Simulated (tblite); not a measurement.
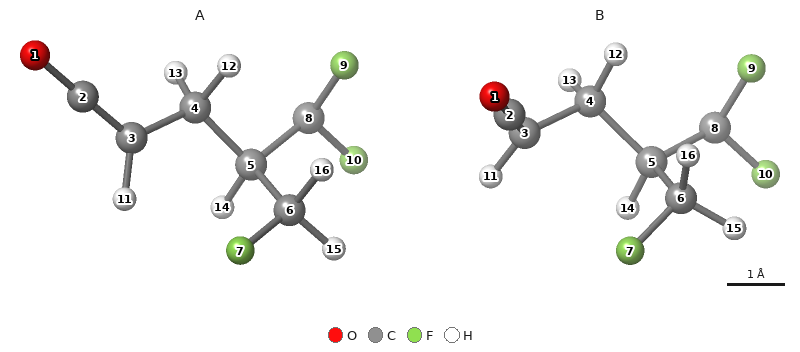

Two geometries of C6H6F3O (multiplicity 2), drawn at one scale. One is the start of a relaxation, the other its converged end. A ball-and-stick model, seen at a tilt.

Theory: tblite 0.8.0, GFN2-xTB geometry optimisation, gas phase. 

Question: Which one is relaxed?

Answer: Structure B is the relaxed one. After 130 geometry steps the energy has fallen by 0.833 eV. The largest move after the best rigid fit is that of O1, 1.52 Å. Largest moves by element: O 1.52 Å, H 1.08 Å, C 0.66 Å, F 0.41 Å. Among the contacts that change: O1–C2 1.261 → 1.162 Å, C4–H13 1.140 → 1.092 Å, C4–C5 1.501 → 1.543 Å, C3–C4 1.463 → 1.504 Å. Among the angles between lasting bonds that change: F9–C8–F10 116.0° → 109.1°, H15–C6–H16 104.9° → 110.6°, H12–C4–H13 103.2° → 108.2°. Groups turn about C3–C4 by about 60°. Cost: 0.68 s on 1 thread of Arm Neoverse V2, on a shared host.
